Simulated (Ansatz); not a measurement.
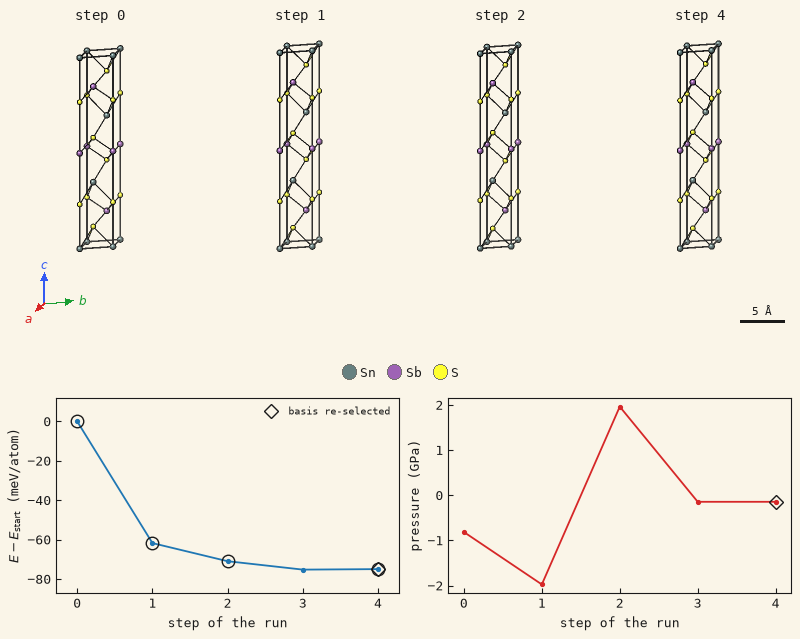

Frames of a relaxation of a crystal of SnSbS₂ (a generated structure, set up in R-3m) (coarse preliminary run), marked on the history of the run. The picture is a ball-and-stick view of the conventional cell (3 times the calculation's cell), seen slightly off an axis. Lengths and directions refer to the drawn axes.

Level of theory: DFT PBE, scalar-relativistic, plane waves, PAW in Ansatz 0.2.0. Set-up: plane-wave cutoff 420 eV; k-point mesh 6 × 6 × 6; occupations gaussian; smearing width 0.1 eV; no spin polarisation; cell and atoms relaxed; force threshold 0.04 eV/Å; at most 70 steps.

Q: What happens along the run?

A: After 3 accepted moves (4 points after the start) the energy has fallen by 74.9 meV per atom. The largest force component goes from 0.81 to 0.034 eV/Å. The pressure goes from −0.81 to −0.14 GPa. At 1 point the geometry stayed and the basis and grid were re-selected for the new cell (energy shift of 0.3 meV per atom at most each time). The largest moves relative to the cell, 0.29 Å, are those of S atoms. Sn and Sb stay in place. Cell: a = b 4.016 → 3.801 Å (−5.4 %), c 22.401 → 22.970 Å (+2.5 %). Volume −8.2 %. Some distances before and after: S–Sn 3.238 → 2.986 Å, S–Sb 2.748 → 2.840 Å. Among the angles between lasting bonds that change: Sb–S–Sb 93.9° → 84.0°, S–Sb–S 93.9° → 84.0°, S–Sb–S 86.1° → 96.0°. The space group stays R-3m (No. 166). Cost: 30 s on 1 thread of Intel(R) Xeon(R) Platinum 8259CL CPU @ 2.50GHz (Skylake/Cascade Lake), with other jobs on the host, peak memory 0.48 GiB. From step 0 to 1: S atoms move most (0.20 Å), volume −3.0 %, energy −61.7 meV per atom. From step 1 to 2: S atoms move most (0.11 Å), volume −8.8 %, energy −9.2 meV per atom. From step 2 to 4: S atoms move most (0.02 Å), volume +3.8 %, energy −4.0 meV per atom.
